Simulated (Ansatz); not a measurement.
**ClHOSi + H₂O: a complex and its separated parts**

Aim: how far the complex at one end of a reaction step lies below its separated, relaxed parts, level by level.

The runs use Ansatz 0.2.0, Gaussian basis; PBE0-D4/def2-TZVP structures, single points in def2-TZVPP, no counterpoise correction.

Levels: SPW92, PBE-D4, BLYP-D4, r2SCAN-D4, B97M-V, PBE0-D4, B3LYP-D4, r2SCAN0-D4, BHLYP-D4, CAM-B3LYP-D4, wB97X-V, wB97M-V, B2PLYP, PBE-QIDH, RPA on PBE, Hartree-Fock, MP2, CCSD, CCSD(T).

Correlated methods freeze the cores. B3LYP uses VWN-RPA correlation. B2PLYP carries no dispersion term here.

57 further runs of the same task are left out: 1 that didn't finish, 56 set aside as unsound or not needed.

### 1 Starting geometry

The complex: 7 atoms, charge 0, spin multiplicity 1.

Atoms are counted from 1 here; the program's logs count them from 0.

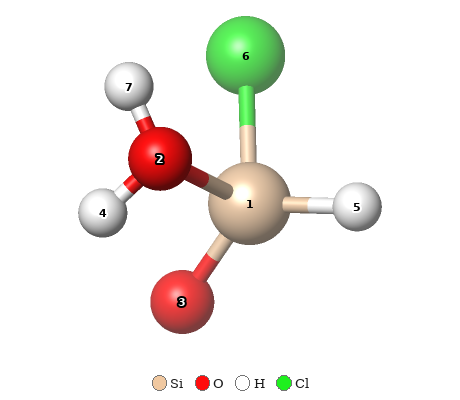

As it starts; silicon light orange, oxygen red, hydrogen white, chlorine green; atoms are numbered from 1 in the order of the file.

Geometry (Å):

```xyz
7
charge 0, multiplicity 1
Si   -0.6945    0.2832    0.3466
O     1.0724    0.0695   -0.4011
O    -1.4172    0.6821   -0.9338
H     0.8126    0.2300   -1.3280
H    -0.3760    1.1720    1.4788
Cl   -0.8243   -1.6094    1.1639
H     1.4271   -0.8277   -0.3265
```

Its parts: ClHOSi holds atoms 1, 3, 5, 6; H₂O holds atoms 2, 4, 7. Each part counts its atoms afresh in its own runs.

### 2 Relaxing ClHOSi alone

relax-a/in.yaml

```yaml
crystal:
  periodic: [false, false, false]
  atoms:
    - {symbol: Si, position_ang: [-0.694461, 0.283221, 0.346624]}
    - {symbol: O, position_ang: [-1.417169, 0.682133, -0.933832]}
    - {symbol: H, position_ang: [-0.375999, 1.172008, 1.478795]}
    - {symbol: Cl, position_ang: [-0.824259, -1.609415, 1.163913]}
basis:
  gaussian: {orbitals: def2-TZVP}
hamiltonian: {xc: pbe0, dispersion: d4}
relax: {f_tol: 0.005, max_steps: 200}
```

Launch:

```console
$ ansatz run in.yaml --threads 2 --pin off --events-out ev --progress --plain --max-ram 4352MiB
```

The program printed, cut to the lines that bear on the results:

```text
Functional definition: PBE0
  name "PBE0"
  cite "Adamo & Barone, J. Chem. Phys. 110, 6158 (1999) doi:10.1063/1.478522"
  cite "Perdew, Burke & Ernzerhof, Phys. Rev. Lett. 77, 3865 (1996) doi:10.1103/PhysRevLett.77.3865"
  parent pbe
[...]
731 factors; their error is unknown
[...]
mean field -22456.53149706 eV, -825.2623109333 hartree, gradient 2.8e-5 eV, S^2 0.000000; 0 other end points of the search recorded, 0 dependent functions left out
[...]
reference -22456.53152176 eV, -825.2623118408 hartree; 20, 20 occupied and 91, 91 virtual orbitals, 731 factors
[...]
731 factors; their error is unknown
[...]
mean field -22456.71917205 eV, -825.2692078619 hartree, gradient 1.2e-5 eV, S^2 0.000000; 1 other end points of the search recorded, 0 dependent functions left out
[...]
reference -22456.71919653 eV, -825.2692087615 hartree; 20, 20 occupied and 91, 91 virtual orbitals, 731 factors
Total energy: -22456.78943270 eV, -825.2717898931 hartree
Atom 0 at    -0.850646     0.275109     0.413809 Å, force    -0.000227     0.000917    -0.000326 eV/Å
Atom 1 at    -1.349762     0.679074    -0.951784 Å, force     0.000109    -0.000444     0.000200 eV/Å
Atom 2 at    -0.323079     1.178338     1.452641 Å, force     0.000011    -0.000727     0.000069 eV/Å
Atom 3 at    -0.788401    -1.604574     1.140834 Å, force     0.000106     0.000254     0.000057 eV/Å
Dipole moment:     0.250950    -0.079953     0.649103 e Å
```

Wall time 9.5 s (2 threads of Arm Neoverse V2, shared host).

Step by step:

```csv
step,energy from step 1 (eV),largest force component (eV/Å)
1,0.0000,1.6724
2,-0.1406,1.6786
3,-0.1819,0.2424
4,-0.1871,0.1648
5,-0.1877,0.0680
6,-0.1878,0.0009
```

Distances of close pairs at the start and the end, largest changes first:

```csv
bond,before (Å),after (Å),change (Å)
Si1–Cl4,2.066,2.016,-0.049
Si1–O2,1.523,1.509,-0.014
Si1–H3,1.474,1.474,+0.000
```

### 3 Relaxing H₂O alone

relax-b/in.yaml

```yaml
crystal:
  periodic: [false, false, false]
  atoms:
    - {symbol: O, position_ang: [1.072426, 0.069480, -0.401118]}
    - {symbol: H, position_ang: [0.812597, 0.230034, -1.327975]}
    - {symbol: H, position_ang: [1.427065, -0.827660, -0.326507]}
basis:
  gaussian: {orbitals: def2-TZVP}
hamiltonian: {xc: pbe0, dispersion: d4}
relax: {f_tol: 0.005, max_steps: 200}
```

Launch:

```console
$ ansatz run in.yaml --threads 2 --pin off --events-out ev --progress --plain --max-ram 4352MiB
```

The program printed, cut to the lines that bear on the results:

```text
[... 5 set-up lines as earlier in the session ...]
[...]
239 factors; their error is unknown
[...]
mean field -2078.31294363 eV, -76.3765919475 hartree, gradient 1.9e-5 eV, S^2 0.000000; 0 other end points of the search recorded, 0 dependent functions left out
[...]
reference -2078.33309076 eV, -76.3773323406 hartree; 5, 5 occupied and 38, 38 virtual orbitals, 239 factors
Total energy: -2078.33734661 eV, -76.3774887403 hartree
Atom 0 at     1.070225     0.079571    -0.393641 Å, force     0.000237    -0.000613     0.000025 eV/Å
Atom 1 at     0.824843     0.206341    -1.312606 Å, force    -0.000247     0.000428    -0.000400 eV/Å
Atom 2 at     1.417021    -0.814059    -0.349354 Å, force     0.000011     0.000185     0.000374 eV/Å
Dipole moment:     0.037393    -0.282756    -0.322513 e Å
```

It took 0.9 s on 2 threads of Arm Neoverse V2, shared host.

Along the way:

```csv
step,energy from step 1 (eV),largest force component (eV/Å)
1,0.0000,0.7947
2,-0.0175,0.1635
3,-0.0199,0.0873
4,-0.0201,0.0006
```

Close pairs (by a distance rule), those that changed most:

```csv
bond,before (Å),after (Å),change (Å)
O1–H2,0.976,0.960,-0.016
O1–H3,0.968,0.960,-0.008
```

### 4 SPW92/def2-TZVPP

parta/in.yaml

```yaml
crystal:
  periodic: [false, false, false]
  atoms:
    - {symbol: Si, position_ang: [-0.850646, 0.275109, 0.413809]}
    - {symbol: O, position_ang: [-1.349762, 0.679074, -0.951784]}
    - {symbol: H, position_ang: [-0.323079, 1.178338, 1.452641]}
    - {symbol: Cl, position_ang: [-0.788401, -1.604574, 1.140834]}
basis:
  gaussian: {orbitals: def2-TZVPP}
hamiltonian: {xc: lda}
```

partb/in.yaml

```yaml
crystal:
  periodic: [false, false, false]
  atoms:
    - {symbol: O, position_ang: [1.070225, 0.079571, -0.393641]}
    - {symbol: H, position_ang: [0.824843, 0.206341, -1.312606]}
    - {symbol: H, position_ang: [1.417021, -0.814059, -0.349354]}
basis:
  gaussian: {orbitals: def2-TZVPP}
hamiltonian: {xc: lda}
```

One command serves all of them, each in its own folder.

Launch:

```console
$ ansatz run in.yaml --threads 2 --pin off --events-out ev --progress --plain --max-ram 4352MiB
```

Log of parta, cut to the lines that bear on the results:

```text
Functional definition: SPW92
  name "SPW92"
  cite "Dirac, Proc. Camb. Phil. Soc. 26, 376 (1930) doi:10.1017/S0305004100016108"
  cite "Slater, Phys. Rev. 81, 385 (1951) doi:10.1103/PhysRev.81.385"
  cite "Perdew & Wang, Phys. Rev. B 45, 13244 (1992) doi:10.1103/PhysRevB.45.13244"
[...]
792 factors; their error is unknown
[...]
mean field -22379.92657309 eV, -822.4471319020 hartree, gradient 1.9e-5 eV, S^2 0.000000; 0 other end points of the search recorded, 0 dependent functions left out
reference -22379.92660401 eV, -822.4471330382 hartree; 20, 20 occupied and 109, 109 virtual orbitals, 792 factors
Total energy: -22379.92660401 eV, -822.4471330382 hartree
```

partb printed, cut to the lines that bear on the results:

```text
[... 5 set-up lines as earlier in the session ...]
[...]
269 factors; their error is unknown
[...]
mean field -2065.39694250 eV, -75.9019376605 hartree, gradient 5.3e-5 eV, S^2 0.000000; 0 other end points of the search recorded, 0 dependent functions left out
reference -2065.39696133 eV, -75.9019383525 hartree; 5, 5 occupied and 54, 54 virtual orbitals, 269 factors
Total energy: -2065.39696133 eV, -75.9019383525 hartree
```

They took 0.55 s (parta), 0.15 s (partb) on 2 threads of Arm Neoverse V2, shared host.

### 5 PBE-D4/def2-TZVPP

Each input of step 4 (parta, partb) changes in the same lines:

```diff
-hamiltonian: {xc: lda}
+hamiltonian: {xc: pbe, dispersion: d4}
```

One command serves all of them, each in its own folder.

Launch:

```console
$ ansatz run in.yaml --threads 2 --pin off --events-out ev --progress --plain --max-ram 4352MiB
```

Log of parta, cut to the lines that bear on the results:

```text
Functional definition: PBE
  name "PBE"
[... 2 set-up lines as earlier in the session ...]
[...]
792 factors; their error is unknown
[...]
mean field -22455.22906262 eV, -825.2144473505 hartree, gradient 2.8e-5 eV, S^2 0.000000; 0 other end points of the search recorded, 0 dependent functions left out
reference -22455.22909564 eV, -825.2144485639 hartree; 20, 20 occupied and 109, 109 virtual orbitals, 792 factors
Total energy: -22455.31315849 eV, -825.2175378167 hartree
```

partb printed, cut to the lines that bear on the results:

```text
[... 4 set-up lines as earlier in the session ...]
[...]
269 factors; their error is unknown
[...]
mean field -2078.40757369 eV, -76.3800695379 hartree, gradient 4.7e-5 eV, S^2 0.000000; 0 other end points of the search recorded, 0 dependent functions left out
reference -2078.40759416 eV, -76.3800702903 hartree; 5, 5 occupied and 54, 54 virtual orbitals, 269 factors
Total energy: -2078.41291125 eV, -76.3802656897 hartree
```

They took 0.9 s (parta), 0.2 s (partb) on 2 threads of Arm Neoverse V2, shared host.

### 6 BLYP-D4/def2-TZVPP

The same edit goes into each in.yaml of step 5 (parta, partb):

```diff
-hamiltonian: {xc: pbe, dispersion: d4}
+hamiltonian: {xc: {name: BLYP}, dispersion: d4}
```

Each run has its own folder and the same command.

Launch:

```console
$ ansatz run in.yaml --threads 2 --pin off --events-out ev --progress --plain --max-ram 4352MiB
```

parta printed, cut to the lines that bear on the results:

```text
Functional definition: BLYP
  name "BLYP"
  cite "Becke, Phys. Rev. A 38, 3098 (1988) doi:10.1103/PhysRevA.38.3098"
  cite "Lee, Yang & Parr, Phys. Rev. B 37, 785 (1988) doi:10.1103/PhysRevB.37.785"
[...]
792 factors; their error is unknown
[...]
mean field -22466.28467888 eV, -825.6207337541 hartree, gradient 4.5e-5 eV, S^2 0.000000; 0 other end points of the search recorded, 0 dependent functions left out
reference -22466.28497087 eV, -825.6207444847 hartree; 20, 20 occupied and 109, 109 virtual orbitals, 792 factors
Total energy: -22466.47173902 eV, -825.6276080873 hartree
```

partb printed, cut to the lines that bear on the results:

```text
[... 4 set-up lines as earlier in the session ...]
[...]
269 factors; their error is unknown
[...]
mean field -2080.27678642 eV, -76.4487618386 hartree, gradient 8.9e-5 eV, S^2 0.000000; 0 other end points of the search recorded, 0 dependent functions left out
reference -2080.27697596 eV, -76.4487688043 hartree; 5, 5 occupied and 54, 54 virtual orbitals, 269 factors
Total energy: -2080.28981846 eV, -76.4492407574 hartree
```

They took 1.1 s (parta), 0.2 s (partb) on 2 threads of Arm Neoverse V2, shared host.

### 7 r2SCAN-D4/def2-TZVPP

Each input of step 6 (parta, partb) changes in the same lines:

```diff
-hamiltonian: {xc: {name: BLYP}, dispersion: d4}
+hamiltonian: {xc: r2scan, dispersion: d4}
```

The same command starts each run, in its folder.

Launch:

```console
$ ansatz run in.yaml --threads 2 --pin off --events-out ev --progress --plain --max-ram 4352MiB
```

parta printed, cut to the lines that bear on the results:

```text
Functional definition: r2SCAN
  name "r2SCAN"
  cite "Furness, Kaplan, Ning, Perdew & Sun, J. Phys. Chem. Lett. 11, 8208 (2020) doi:10.1021/acs.jpclett.0c02405"
  cite "Furness, Kaplan, Ning, Perdew & Sun, J. Phys. Chem. Lett. 11, 9248 (2020) doi:10.1021/acs.jpclett.0c03077"
  parent r2scan
[...]
792 factors; their error is unknown
[...]
mean field -22463.93988854 eV, -825.5345642986 hartree, gradient 3.1e-5 eV, S^2 0.000000; 0 other end points of the search recorded, 0 dependent functions left out
reference -22463.93989748 eV, -825.5345646269 hartree; 20, 20 occupied and 109, 109 virtual orbitals, 792 factors
Total energy: -22463.95781316 eV, -825.5352230163 hartree
```

Log of partb, cut to the lines that bear on the results:

```text
[... 5 set-up lines as earlier in the session ...]
[...]
269 factors; their error is unknown
[...]
mean field -2079.58115240 eV, -76.4231977600 hartree, gradient 8.5e-5 eV, S^2 0.000000; 0 other end points of the search recorded, 0 dependent functions left out
reference -2079.58115761 eV, -76.4231979512 hartree; 5, 5 occupied and 54, 54 virtual orbitals, 269 factors
Total energy: -2079.58243014 eV, -76.4232447160 hartree
```

Times: 2.3 s (parta), 0.5 s (partb) on 2 threads of Arm Neoverse V2, shared host.

### 8 B97M-V/def2-TZVPP

Each input of step 7 (parta, partb) changes in the same lines:

```diff
-hamiltonian: {xc: r2scan, dispersion: d4}
+hamiltonian: {xc: {name: B97M-V}}
```

One command serves all of them, each in its own folder.

Launch:

```console
$ ansatz run in.yaml --threads 2 --pin off --events-out ev --progress --plain --max-ram 4352MiB
```

Output in parta, cut to the lines that bear on the results:

```text
Functional definition: B97M-V
  name "B97M-V"
  cite "Mardirossian & Head-Gordon, J. Chem. Phys. 142, 074111 (2015) doi:10.1063/1.4907719"
  cite "Becke, J. Chem. Phys. 107, 8554 (1997) doi:10.1063/1.475007"
  cite "Vydrov & Van Voorhis, J. Chem. Phys. 133, 244103 (2010) doi:10.1063/1.3521275"
  # Of w^i u^j: cxij and so on, Table III.
[...]
  gx(w, u) = cx00 + cx01*u + cx02*u^2 + (cx10 + cx11*u)*w
[...]
  gos(w, u) = cos00 + cos01*u + cos03*u^3 + cos10*w + cos32*w^3*u^2
[...]
      + integral(e_c_pw_mod_opposite_spin*gos(b97_w_opposite, b97_u_opposite)) + vv10(b, c)
792 factors; their error is unknown
[...]
mean field -22460.53446118 eV, -825.4094171513 hartree, gradient 1.2e-5 eV, S^2 0.000000; 0 other end points of the search recorded, 0 dependent functions left out
reference -22460.53450752 eV, -825.4094188541 hartree; 20, 20 occupied and 109, 109 virtual orbitals, 792 factors
Total energy: -22460.53450752 eV, -825.4094188541 hartree
```

Log of partb, cut to the lines that bear on the results:

```text
[... 5 set-up lines as earlier in the session ...]
  # Of w^i u^j: cxij and so on, Table III.
[...]
  gx(w, u) = cx00 + cx01*u + cx02*u^2 + (cx10 + cx11*u)*w
[...]
  gos(w, u) = cos00 + cos01*u + cos03*u^3 + cos10*w + cos32*w^3*u^2
[...]
      + integral(e_c_pw_mod_opposite_spin*gos(b97_w_opposite, b97_u_opposite)) + vv10(b, c)
269 factors; their error is unknown
[...]
mean field -2079.93552161 eV, -76.4362205883 hartree, gradient 2.9e-5 eV, S^2 0.000000; 0 other end points of the search recorded, 0 dependent functions left out
reference -2079.93554843 eV, -76.4362215737 hartree; 5, 5 occupied and 54, 54 virtual orbitals, 269 factors
Total energy: -2079.93554843 eV, -76.4362215737 hartree
```

They took 3.8 s (parta), 0.7 s (partb) on 2 threads of Arm Neoverse V2, shared host.

### 9 PBE0-D4/def2-TZVPP

The same edit goes into each in.yaml of step 8 (parta, partb):

```diff
-hamiltonian: {xc: {name: B97M-V}}
+hamiltonian: {xc: pbe0, dispersion: d4}
+output: {orbitals: {seedname: orbitals}}
```

The same command starts each run, in its folder.

Launch:

```console
$ ansatz run in.yaml --threads 2 --pin off --events-out ev --progress --plain --max-ram 4352MiB
```

Log of parta, cut to the lines that bear on the results:

```text
[... 5 set-up lines as earlier in the session ...]
[...]
826 factors; their error is unknown
[...]
mean field -22456.73339648 eV, -825.2697306000 hartree, gradient 3.8e-5 eV, S^2 0.000000; 0 other end points of the search recorded, 0 dependent functions left out
reference -22456.73342098 eV, -825.2697315005 hartree; 20, 20 occupied and 109, 109 virtual orbitals, 826 factors
Total energy: -22456.80365715 eV, -825.2723126319 hartree
```

Log of partb, cut to the lines that bear on the results:

```text
[... 5 set-up lines as earlier in the session ...]
[...]
269 factors; their error is unknown
[...]
mean field -2078.42782340 eV, -76.3808137008 hartree, gradient 1.4e-5 eV, S^2 0.000000; 0 other end points of the search recorded, 0 dependent functions left out
reference -2078.42783790 eV, -76.3808142338 hartree; 5, 5 occupied and 54, 54 virtual orbitals, 269 factors
Total energy: -2078.43209375 eV, -76.3809706335 hartree
```

They took 1.1 s (parta), 0.2 s (partb) on 2 threads of Arm Neoverse V2, shared host.

### 10 B3LYP-D4/def2-TZVPP

The same edit goes into each in.yaml of step 9 (parta, partb):

```diff
-hamiltonian: {xc: pbe0, dispersion: d4}
-output: {orbitals: {seedname: orbitals}}
+hamiltonian: {xc: {name: B3LYP}, dispersion: d4}
```

Each run has its own folder and the same command.

Launch:

```console
$ ansatz run in.yaml --threads 2 --pin off --events-out ev --progress --plain --max-ram 4352MiB
```

Log of parta, cut to the lines that bear on the results:

```text
Functional definition: B3LYP
  name "B3LYP"
  cite "Stephens, Devlin, Chabalowski & Frisch, J. Phys. Chem. 98, 11623 (1994) doi:10.1021/j100096a001"
[... 2 set-up lines as earlier in the session ...]
  cite "Vosko, Wilk & Nusair, Can. J. Phys. 58, 1200 (1980) doi:10.1139/p80-159"
[...]
814 factors; their error is unknown
[...]
mean field -22467.38517875 eV, -825.6611763785 hartree, gradient 2.3e-5 eV, S^2 0.000000; 0 other end points of the search recorded, 0 dependent functions left out
reference -22467.38539652 eV, -825.6611843814 hartree; 20, 20 occupied and 109, 109 virtual orbitals, 814 factors
Total energy: -22467.52421978 eV, -825.6662860419 hartree
```

partb printed, cut to the lines that bear on the results:

```text
[... 6 set-up lines as earlier in the session ...]
[...]
269 factors; their error is unknown
[...]
mean field -2080.76396030 eV, -76.4666651486 hartree, gradient 1.5e-5 eV, S^2 0.000000; 0 other end points of the search recorded, 0 dependent functions left out
reference -2080.76409866 eV, -76.4666702333 hartree; 5, 5 occupied and 54, 54 virtual orbitals, 269 factors
Total energy: -2080.77252477 eV, -76.4669798871 hartree
```

They took 1.2 s (parta), 0.25 s (partb) on 2 threads of Arm Neoverse V2, shared host.

### 11 r2SCAN0-D4/def2-TZVPP

Each input of step 10 (parta, partb) changes in the same lines:

```diff
-hamiltonian: {xc: {name: B3LYP}, dispersion: d4}
+hamiltonian: {xc: {name: r2SCAN0}, dispersion: d4}
```

Each run has its own folder and the same command.

Launch:

```console
$ ansatz run in.yaml --threads 2 --pin off --events-out ev --progress --plain --max-ram 4352MiB
```

parta printed, cut to the lines that bear on the results:

```text
Functional definition: r2SCAN0
  name "r2SCAN0"
  cite "Bursch, Neugebauer, Ehlert & Grimme, J. Chem. Phys. 156, 134105 (2022) doi:10.1063/5.0086040"
[... 3 set-up lines as earlier in the session ...]
[...]
826 factors; their error is unknown
[...]
mean field -22463.26861903 eV, -825.5098955989 hartree, gradient 3.2e-5 eV, S^2 0.000000; 0 other end points of the search recorded, 0 dependent functions left out
reference -22463.26862613 eV, -825.5098958599 hartree; 20, 20 occupied and 109, 109 virtual orbitals, 826 factors
Total energy: -22463.29047898 eV, -825.5106989374 hartree
```

Log of partb, cut to the lines that bear on the results:

```text
[... 6 set-up lines as earlier in the session ...]
[...]
269 factors; their error is unknown
[...]
mean field -2079.27470976 eV, -76.4119362006 hartree, gradient 2.1e-5 eV, S^2 0.000000; 0 other end points of the search recorded, 0 dependent functions left out
reference -2079.27471386 eV, -76.4119363513 hartree; 5, 5 occupied and 54, 54 virtual orbitals, 269 factors
Total energy: -2079.27611802 eV, -76.4119879533 hartree
```

Wall times: 2.6 s (parta), 0.5 s (partb) on 2 threads of Arm Neoverse V2, shared host.

### 12 BHLYP-D4/def2-TZVPP

The same edit goes into each in.yaml of step 11 (parta, partb):

```diff
-hamiltonian: {xc: {name: r2SCAN0}, dispersion: d4}
+hamiltonian: {xc: {name: BHLYP}, dispersion: d4}
```

One command serves all of them, each in its own folder.

Launch:

```console
$ ansatz run in.yaml --threads 2 --pin off --events-out ev --progress --plain --max-ram 4352MiB
```

Log of parta, cut to the lines that bear on the results:

```text
Functional definition: BHLYP
  name "BHLYP"
  cite "Becke, J. Chem. Phys. 98, 1372 (1993) doi:10.1063/1.464304"
[... 2 set-up lines as earlier in the session ...]
[...]
890 factors; their error is unknown
[...]
mean field -22465.34615703 eV, -825.5862437124 hartree, gradient 2.8e-5 eV, S^2 0.000000; 0 other end points of the search recorded, 0 dependent functions left out
reference -22465.34630426 eV, -825.5862491228 hartree; 20, 20 occupied and 109, 109 virtual orbitals, 890 factors
Total energy: -22465.46110767 eV, -825.5904680704 hartree
```

Output in partb, cut to the lines that bear on the results:

```text
[... 5 set-up lines as earlier in the session ...]
[...]
295 factors; their error is unknown
[...]
mean field -2079.57890718 eV, -76.4231152497 hartree, gradient 2.0e-5 eV, S^2 0.000000; 0 other end points of the search recorded, 0 dependent functions left out
reference -2079.57899797 eV, -76.4231185863 hartree; 5, 5 occupied and 54, 54 virtual orbitals, 295 factors
Total energy: -2079.58394982 eV, -76.4233005631 hartree
```

They took 1.2 s (parta), 0.25 s (partb) on 2 threads of Arm Neoverse V2, shared host.

### 13 CAM-B3LYP-D4/def2-TZVPP

Each input of step 12 (parta, partb) changes in the same lines:

```diff
-hamiltonian: {xc: {name: BHLYP}, dispersion: d4}
+hamiltonian: {xc: {name: CAM-B3LYP}, dispersion: d4}
```

The same command starts each run, in its folder.

Launch:

```console
$ ansatz run in.yaml --threads 2 --pin off --events-out ev --progress --plain --max-ram 4352MiB
```

Log of parta, cut to the lines that bear on the results:

```text
Functional definition: CAM-B3LYP
  name "CAM-B3LYP"
  cite "Yanai, Tew & Handy, Chem. Phys. Lett. 393, 51 (2004) doi:10.1016/j.cplett.2004.06.011"
  cite "Iikura, Tsuneda, Yanai & Hirao, J. Chem. Phys. 115, 3540 (2001) doi:10.1063/1.1383587"
[... 2 set-up lines as earlier in the session ...]
[...]
  # Exact exchange under (alpha + beta erf(omega r))/r, Becke's under what is left of 1/r.
[...]
814 factors; their error is unknown
158 factors; integrals over basis functions are off by at most 1.7e-5 eV
[...]
mean field -22466.33360150 eV, -825.6225316273 hartree, gradient 1.7e-5 eV, S^2 0.000000; 0 other end points of the search recorded, 0 dependent functions left out
reference -22466.33370748 eV, -825.6225355218 hartree; 20, 20 occupied and 109, 109 virtual orbitals, 814 factors
Total energy: -22466.40559229 eV, -825.6251772400 hartree
```

Output in partb, cut to the lines that bear on the results:

```text
[... 6 set-up lines as earlier in the session ...]
[...]
  # Exact exchange under (alpha + beta erf(omega r))/r, Becke's under what is left of 1/r.
[...]
269 factors; their error is unknown
72 factors; integrals over basis functions are off by at most 2.4e-5 eV
[...]
mean field -2079.99968387 eV, -76.4385785080 hartree, gradient 1.1e-5 eV, S^2 0.000000; 0 other end points of the search recorded, 0 dependent functions left out
reference -2079.99975130 eV, -76.4385809860 hartree; 5, 5 occupied and 54, 54 virtual orbitals, 269 factors
Total energy: -2080.00381729 eV, -76.4387304082 hartree
```

Wall times: 1.4 s (parta), 0.25 s (partb) on 2 threads of Arm Neoverse V2, shared host.

(Part 1 of 2 ends here.)
